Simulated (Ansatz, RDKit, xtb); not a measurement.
# Isomers of C3H5GeNO, a sample narrowed down, part 1 of 2

A sample of isomers of C3H5GeNO is drawn. Aim: find which of them has the lowest free energy at 298.15 K, then its properties. The sample is small against all isomers, and the most stable one of this formula need not be in it.

The funnel: GFN2-xTB relaxations, single points with a density functional, relaxations at PBE-D3(BJ)/def2-SVP, harmonic vibrations (at GFN2-xTB), and a last energy at a higher level. All values are calculated.

### 1 Drawing up candidates

Isomers were taken from a list of plausible structures; this is a sample, not all of them. That gives 3 candidates.

```tsv
label	SMILES	spin
c010	[GeH3][c]1cnco1	singlet
c055	[GeH3][c]1cocn1	singlet
c608	[GeH3][c]1ncco1	singlet
```

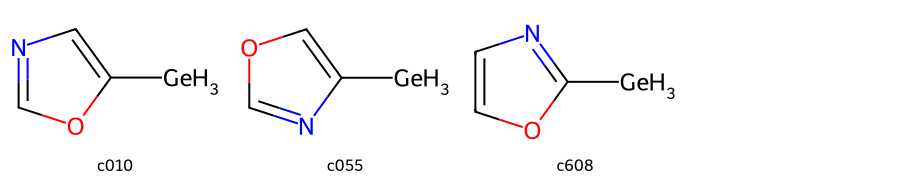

Structural formulas of the candidates.

Candidates are built by distance geometry, with a force field where one applies, in up to four conformers (letters a to d).

### 2 Search with GFN2-xTB

All 3 starts are relaxed the same way. One of them, c055a (taken from a list of positional isomers, embedded by distance geometry and UFF), in full:

File start.xyz:

```xyz
11
c055a
C      0.402976     0.679451     0.570221
C      1.530165     0.180777     1.217074
C      0.991595     1.933871     2.170435
Ge    -0.508586    -0.071234    -0.910992
N      0.106550     1.846441     1.216798
O      1.902307     0.970742     2.144701
H     -0.340685    -1.588231    -0.931510
H     -1.973385     0.297394    -0.876601
H      0.151352     0.517853    -2.237242
H      2.091229    -0.734938     0.892086
H      1.019862     2.810369     2.891989
```

The run is started by

```console
$ xtb start.xyz --gfn 2 --opt
```

The program printed, shortened:

```text
* xtb version 6.7.1
[...]
          :  # basis functions                  35          :
[...]
          :  # electrons                        32          :
[...]
          :  Hamiltonian                  GFN2-xTB          :
[...]
          :  net charge                          0          :
          :  unpaired electrons                  0          :
[...]
   *** convergence criteria satisfied after 12 iterations ***
[...]
   *** GEOMETRY OPTIMIZATION CONVERGED AFTER 9 ITERATIONS ***
[...]
   *** convergence criteria satisfied after 3 iterations ***
[...]
         ::                     SUMMARY                     ::
         :::::::::::::::::::::::::::::::::::::::::::::::::::::
         :: total energy             -17.865843576324 Eh    ::
         :: gradient norm              0.000904537985 Eh/a0 ::
         :: HOMO-LUMO gap              4.510775135745 eV    ::
         ::.................................................::
         :: SCC energy               -18.057669556956 Eh    ::
         :: -> isotropic ES            0.014845768097 Eh    ::
         :: -> anisotropic ES          0.003047956054 Eh    ::
         :: -> anisotropic XC          0.007999734997 Eh    ::
         :: -> dispersion             -0.007332854616 Eh    ::
         :: repulsion energy           0.191825980631 Eh    ::
         :: add. restraining           0.000000000000 Eh    ::
         :: total charge              -0.000000000000 e     ::
         :::::::::::::::::::::::::::::::::::::::::::::::::::::
[...]
        16        2.0000           -0.4052661             -11.0279 (HOMO)
        17                         -0.2394982              -6.5171 (LUMO)
[...]
     #   Z          covCN         q      C6AA      α(0)
     1   6 C        3.060     0.010    27.740     8.637
     2   6 C        3.091     0.065    26.448     8.429
     3   6 C        3.203     0.177    23.702     7.931
     4  32 Ge       3.738     0.084   170.129    23.415
     5   7 N        1.919    -0.251    27.379     7.758
     6   8 O        1.730    -0.182    17.045     5.575
     7   1 H        0.939    -0.013     3.293     2.837
     8   1 H        0.941     0.009     2.898     2.661
     9   1 H        0.940    -0.006     3.159     2.779
    10   1 H        0.926     0.052     2.300     2.372
    11   1 H        0.926     0.056     2.246     2.344
[...]
     #   Z sym  total        # sym  WBO       # sym  WBO       # sym  WBO
 ---------------------------------------------------------------------------
     1   6 C    3.957 --     2 C    1.614     5 N    1.245     4 Ge   0.883
     2   6 C    3.899 --     1 C    1.614     6 O    1.120    10 H    0.965
                             3 C    0.127
     3   6 C    3.924 --     5 N    1.626     6 O    1.157    11 H    0.958
                             2 C    0.127
     4  32 Ge   3.595 --     1 C    0.883     8 H    0.869     7 H    0.867
                             9 H    0.864
     5   7 N    3.085 --     3 C    1.626     1 C    1.245     6 O    0.105
     6   8 O    2.466 --     3 C    1.157     2 C    1.120     5 N    0.105
     7   1 H    0.999 --     4 Ge   0.867
     8   1 H    1.000 --     4 Ge   0.869
     9   1 H    1.000 --     4 Ge   0.864
    10   1 H    0.997 --     2 C    0.965
[...]
molecular dipole:
                 x           y           z       tot (Debye)
 q only:        0.034      -0.248      -0.153
   full:        0.522      -0.293       0.254       1.654
molecular quadrupole (traceless):
[...]
          | TOTAL ENERGY              -17.865843576324 Eh   |
          | GRADIENT NORM               0.000904537985 Eh/α |
          | HOMO-LUMO GAP               4.510775135745 eV   |
           -------------------------------------------------
[...]
```

Run time: 0.08 s. Hardware: 2 threads of Intel Xeon 6975P-C (Granite Rapids), shared host.

### 3 Distinct minima at GFN2-xTB

3 of the 3 relaxations converged. 3 distinct structures remain:

```tsv
label	start	SMILES after	spin	energy (kcal/mol)
c608a	drawn	[GeH3][c]1ncco1	singlet	0.0
c010a	drawn	[GeH3][c]1cnco1	singlet	1.2
c055a	drawn	[GeH3][c]1cocn1	singlet	2.6
```

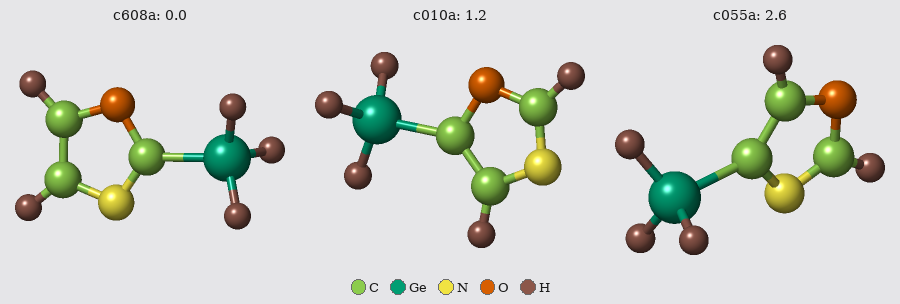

The 3 lowest minima that did not fall apart, with their GFN2-xTB energies in kcal/mol.

### 4 Single points on the low minima

A choice of the minima (the low ones first, few conformers of a pattern, up to a cap) and the lowest that fell apart get a single point at r2SCAN-D4/def2-SVP on the tight-binding geometry, and one at HF/STO-3G for comparison. The lowest singlets are also tried as triplets at the same geometry (label ending in t). The first, c608a:

File input.yaml:

```yaml
crystal:
  periodic: [false, false, false]
  atoms:
    - {symbol: C, position_ang: [0.447375, 0.480490, 0.414695]}
    - {symbol: C, position_ang: [0.495626, 0.699665, 2.519415]}
    - {symbol: C, position_ang: [0.946683, 1.858736, 1.971667]}
    - {symbol: Ge, position_ang: [0.217122, -0.156925, -1.386437]}
    - {symbol: N, position_ang: [0.185822, -0.161293, 1.510763]}
    - {symbol: O, position_ang: [0.916991, 1.720607, 0.631744]}
    - {symbol: H, position_ang: [0.390914, -1.630340, -1.405831]}
    - {symbol: H, position_ang: [-1.145391, 0.194467, -1.879765]}
    - {symbol: H, position_ang: [1.229768, 0.516193, -2.246674]}
    - {symbol: H, position_ang: [0.375620, 0.426896, 3.547490]}
    - {symbol: H, position_ang: [1.296489, 2.785187, 2.378243]}
basis:
  gaussian:
    orbitals: def2-SVP
total_charge: 0
hamiltonian:
  xc: r2scan
  dispersion: d4
scf:
  lower_state_search: off
output: {orbitals: {seedname: orbitals}}
```

The run is started by

```console
$ ansatz run input.yaml --threads 2 --pin off --max-ram 5220MiB --events-out events.jsonl --progress --plain --runs-dir runs
```

The program printed, shortened:

```text
Warning: RAYON_NUM_THREADS=2 ignored (pool sized by the plan → 2); use --threads N
Functional definition: r2SCAN
  name "r2SCAN"
[...]
1430 factors; their error is unknown
[...]
mean field -63230.67386912 eV, -2323.6844054000 hartree, gradient 6.5e-6 eV, S^2 0.000000; 0 other end points of the search recorded, 0 dependent functions left out
reference -63230.67387993 eV, -2323.6844057973 hartree; 35, 35 occupied and 92, 92 virtual orbitals, 1430 factors
Total energy: -63230.73972265 eV, -2323.6868254727 hartree
Checks for a lower state left out: stability, starts, cluster_reference, orbital_swaps, neighbouring_geometries, increment
```

Wall time 1.8 s (2 threads of Intel Xeon 6975P-C (Granite Rapids), shared host); peak memory 0.18 GiB.

Relative energies in kcal/mol, each column from its lowest structure that stays in one piece:

```tsv
label	SMILES	spin	GFN2-xTB	HF/STO-3G	r2SCAN-D4/def2-SVP
c010a	[GeH3][c]1cnco1	singlet	1.2	0.9	0.0
c608a	[GeH3][c]1ncco1	singlet	0.0	0.0	0.8
c055a	[GeH3][c]1cocn1	singlet	2.6	2.4	1.1
c010at	[GeH3][c]1cnco1	triplet	–	–	93.4
c608at	[GeH3][c]1ncco1	triplet	–	–	95.6
c055at	[GeH3][c]1cocn1	triplet	–	–	96.8
```

### 5 Third filter: density-functional geometries

3 candidates are relaxed at PBE-D3(BJ)/def2-SVP (chosen among the lowest in one piece). The first, c010a:

File input.yaml:

```yaml
basis:
  gaussian:
    orbitals: def2-SVP
crystal:
  periodic: [false, false, false]
  atoms:
    - {symbol: C, position_ang: [0.532824, 0.591746, 0.498668]}
    - {symbol: C, position_ang: [1.878956, 0.633301, 0.722301]}
    - {symbol: C, position_ang: [0.944489, 1.561507, 2.361292]}
    - {symbol: Ge, position_ang: [-0.659027, -0.070231, -0.862797]}
    - {symbol: N, position_ang: [2.114540, 1.253592, 1.911196]}
    - {symbol: O, position_ang: [-0.059675, 1.194379, 1.564997]}
    - {symbol: H, position_ang: [-1.302587, -1.336698, -0.407671]}
    - {symbol: H, position_ang: [-1.715681, 0.949665, -1.109240]}
    - {symbol: H, position_ang: [0.118681, -0.326413, -2.105099]}
    - {symbol: H, position_ang: [2.678183, 0.262458, 0.113419]}
    - {symbol: H, position_ang: [0.730343, 2.067967, 3.281483]}
hamiltonian:
  xc: pbe
  dispersion: d3bj
relax:
  f_tol: 0.006
scf:
  lower_state_search: off
```

The run is started by

```console
$ ansatz run input.yaml --threads 2 --pin off --max-ram 5220MiB --events-out events.jsonl --progress --plain --runs-dir runs
```

The program printed, shortened:

```text
Warning: RAYON_NUM_THREADS=2 ignored (pool sized by the plan → 2); use --threads N
[...]
Functional definition: PBE
  name "PBE"
[...]
1430 factors; their error is unknown
[...]
mean field -63218.10770564 eV, -2323.2226074098 hartree, gradient 3.8e-6 eV, S^2 0.000000; 0 other end points of the search recorded, 0 dependent functions left out
[...]
reference -63218.10774363 eV, -2323.2226088059 hartree; 35, 35 occupied and 92, 92 virtual orbitals, 1430 factors
relax step   1: F+E_penalty+E_count = -63218.35318024 eV  Δ(F+E_penalty+E_count) = +0.000e0 eV  max|allowed force component| = 1.217e0 eV/Å  Δτ_max = 0.0000 Å  (20 SCF iters, accepted)
[...]
relax step   3: F+E_penalty+E_count = -63218.53793471 eV  Δ(F+E_penalty+E_count) = -1.863e-2 eV  max|allowed force component| = 2.317e-1 eV/Å  Δτ_max = 0.0403 Å  (21 SCF iters, accepted)
[...]
Atom 2 at     0.989085     1.515207     2.434757 Å, force     0.000715    -0.001008    -0.002053 eV/Å
Atom 3 at    -0.674460    -0.091177    -0.869859 Å, force    -0.000818    -0.000532    -0.001016 eV/Å
Atom 4 at     2.154816     1.316772     1.885474 Å, force    -0.002240    -0.000466    -0.001001 eV/Å
Atom 5 at    -0.068329     1.115251     1.678018 Å, force    -0.002144     0.000503     0.001612 eV/Å
Atom 6 at    -1.508275    -1.273858    -0.318738 Å, force    -0.000140     0.000149     0.000179 eV/Å
Atom 7 at    -1.627708     1.021562    -1.370587 Å, force     0.000174     0.000122    -0.000081 eV/Å
Atom 8 at     0.246115    -0.569081    -2.016759 Å, force     0.000028    -0.000216     0.000081 eV/Å
Atom 9 at     2.642429     0.446447    -0.048059 Å, force     0.000337     0.000348     0.000177 eV/Å
Atom 10 at     0.757390     1.956012     3.412254 Å, force     0.000586    -0.000110    -0.000028 eV/Å
Dipole moment:    -0.241523    -0.069643    -0.125909 e Å
Checks for a lower state left out: stability, starts, cluster_reference, orbital_swaps, neighbouring_geometries, increment
```

Wall time 16 s (2 threads of Intel Xeon 6975P-C (Granite Rapids), shared host); peak memory 0.18 GiB.

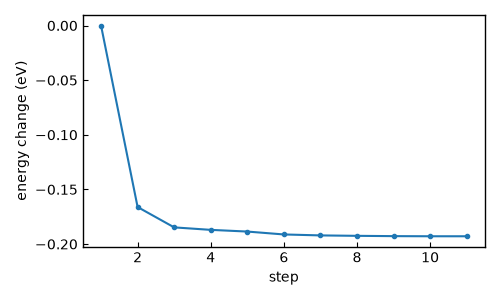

Energy along the run, all evaluated steps.

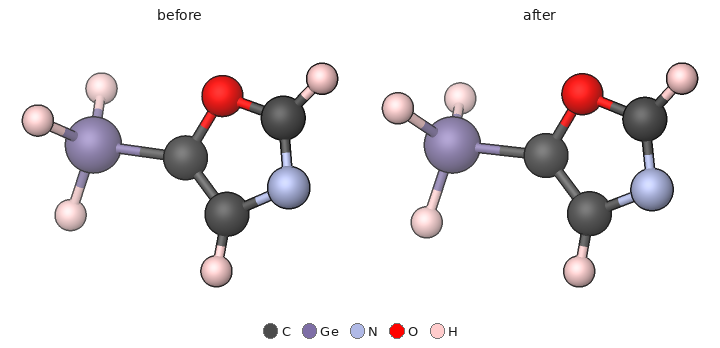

Before and after, at one scale.

After the run. Bond lengths: C1–C2 1.379 Å, C1–Ge4 1.944 Å, C2–N5 1.386 Å, C3–N5 1.304 Å, C1–O6 1.383 Å, C3–O6 1.360 Å, Ge4–H7 1.548 Å, Ge4–H8 1.548 Å, Ge4–H9 1.546 Å, C2–H10 1.097 Å, C3–H11 1.097 Å. Some angles: C1–C2–N5 110.0°, C2–C1–Ge4 134.5°, C2–C1–O6 106.3°, Ge4–C1–O6 119.2°, C2–N5–C3 104.1°, N5–C3–O6 114.6°, C1–O6–C3 105.0°, C1–C2–H10 128.1°, N5–C2–H10 121.9°, C1–Ge4–H7 110.0°.

### 6 After refinement

```tsv
label	spin	r2SCAN-D4/def2-SVP (kcal/mol)	PBE-D3(BJ)/def2-SVP, relaxed (kcal/mol)	time
c010a	singlet	0.0	0.0	16 s
c055a	singlet	1.1	0.6	18 s
c608a	singlet	0.8	0.9	37 s
```

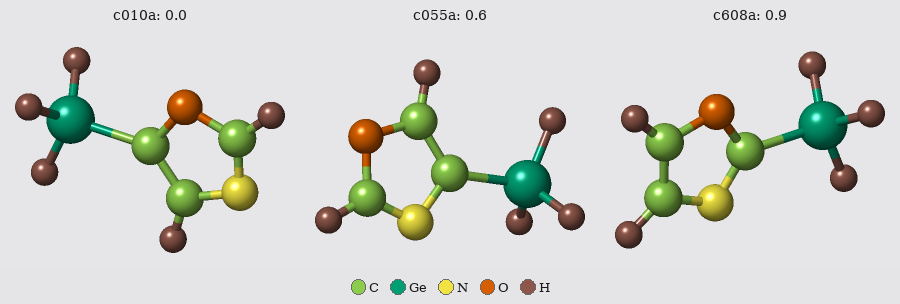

The relaxed structures, with energies at PBE-D3(BJ)/def2-SVP in kcal/mol.

(Continued in part 2 of 2.)
